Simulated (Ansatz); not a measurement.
System: Li₂Cu₅.

```
CELL_PARAMETERS angstrom
8.45544 0.00000 0.00000
0.00000 8.45544 0.00000
0.00000 0.00000 2.57186
ATOMIC_POSITIONS crystal
Cu 0.29405 0.44302 0.00000
Cu 0.55698 0.29405 0.00000
Cu 0.70595 0.55698 0.00000
Cu 0.44302 0.70595 0.00000
Cu 0.79405 0.05698 0.00000
Cu 0.05698 0.20595 0.00000
Cu 0.20595 0.94302 0.00000
Cu 0.94302 0.79405 0.00000
Li 0.18357 0.68357 0.50000
Li 0.31643 0.18357 0.50000
Li 0.81643 0.31643 0.50000
Li 0.68357 0.81643 0.50000
Cu 0.00000 0.50000 0.00000
Cu 0.50000 0.00000 0.00000
```

Space group P4/mbm; built by placing these elements on a known structure type; computed without spin polarisation.

The calculation used DFT, PAW plane waves, PBE in Ansatz.

Question: What will maps of the valence pseudo-density and electron localisation function show?

Answer: Li–Cu (2.54 Å): ρ at the midpoint is about 0.18 e/Å³; the ELF is about 0.25 at the midpoint: no shared electron pair shows on this line.
Li–Li (2.57 Å): ρ is about 0.09 e/Å³ halfway; the ELF is about 0.25 at the midpoint: no localised pair shows between them.
Bader's partition of the density gives Cu −0.33 and Li +0.81 e.

Question: How much charge does the calculation move between the atoms?

Answer: Electrons move from Li towards Cu. Bader charges: Cu −0.33 and Li +0.81 e.

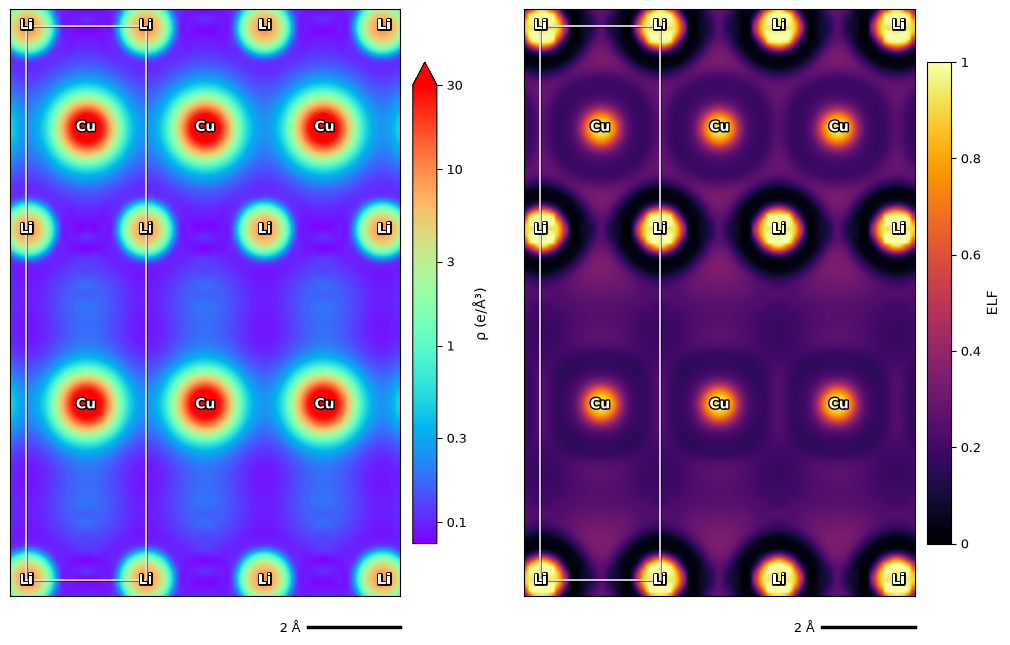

Computed valence pseudo-density and electron localisation function on the (11̄0) plane of the conventional cell, in this order. 
